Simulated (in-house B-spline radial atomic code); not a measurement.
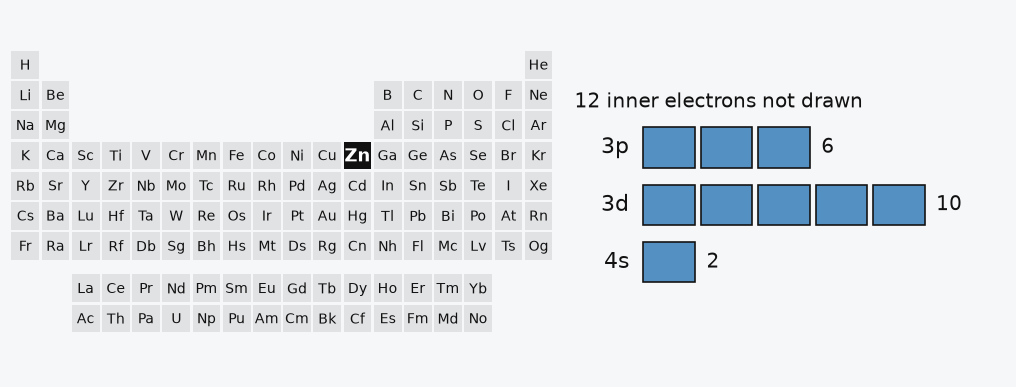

Figure 1. Left, the place of zinc in the periodic table; right, the outer shells of the closed core: a box for each of the 2l + 1 orbitals, shaded by the share of the shell that is filled, with the electron count at the right.

# Many-body perturbation calculation for Zn

Zn, core [Ar] 3d10 4s2. Computed at this level: relativistic RPA (time-dependent Dirac-Hartree-Fock) and second-order many-body perturbation theory, no-pair Dirac-Coulomb, closed shell, B-spline basis (in-house B-spline radial atomic code).

**Input**
```
basis_form = 2
Z = 30
core_configuration = [Ar] 3d10 4s2
rms_radius = 3.9283
mass_number = 64
speed_of_light = 137.035999084
box_radius = 45.0
lmax = 7
intervals = 68
virtual_cutoff = 22500.0
```

Hardware: 1 CPU thread, shared host.

The run was one of a batch that the task file lists, launched with:
```bash
python <driver script> task.json out
```

The program writes its results to a structured record and prints no log; tables and figures of this report are taken from that record.

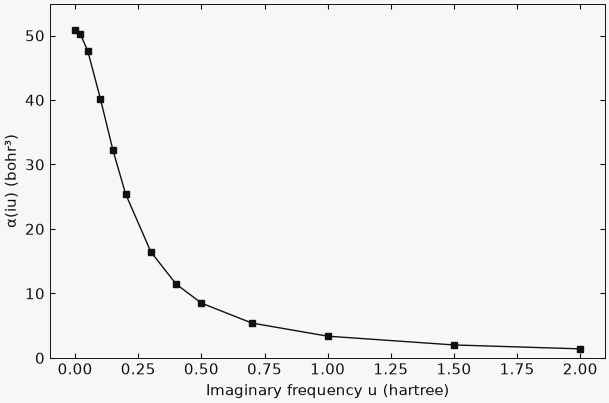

Figure 2. Dipole polarisability at imaginary frequency of neutral zinc, [Ar] 3d¹⁰ 4s². Relativistic RPA on Dirac–Hartree–Fock, no-pair Dirac–Coulomb, finite nucleus, computed with a B-spline radial code. The static dipole polarisability is 50.8 bohr³ (the recommended value is 38.7); α(iu) falls to half of it near u = 0.20 hartree. The Casimir–Polder integral gives C₆ = 402 hartree bohr⁶ for two such species.

**Results in brief**

| quantity | value |
| --- | --- |
| outcome | converged |
| wall time | 8 s |

**Notes**

Caveats: RPA puts the weak triplet-like excitations of an outer s2 shell too low.
